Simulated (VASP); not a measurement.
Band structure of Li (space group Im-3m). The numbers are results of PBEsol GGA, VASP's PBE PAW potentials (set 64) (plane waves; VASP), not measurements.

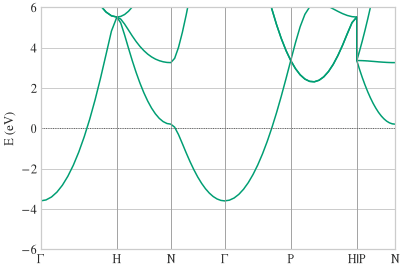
*Bands along high-symmetry lines, zero at the valence-band maximum or, without a gap, the Fermi level*

### Question
Read the plot: is there a gap, and where are the band edges?

### Answer
It has no gap at this level: it comes out as a metal or semimetal. (Edges off the drawn lines would not show.)

The structure comes from a measured Li entry (Im-3m) of the Crystallography Open Database, whose conditions weren't checked. It was relaxed first, which changed the volume by -7 %.
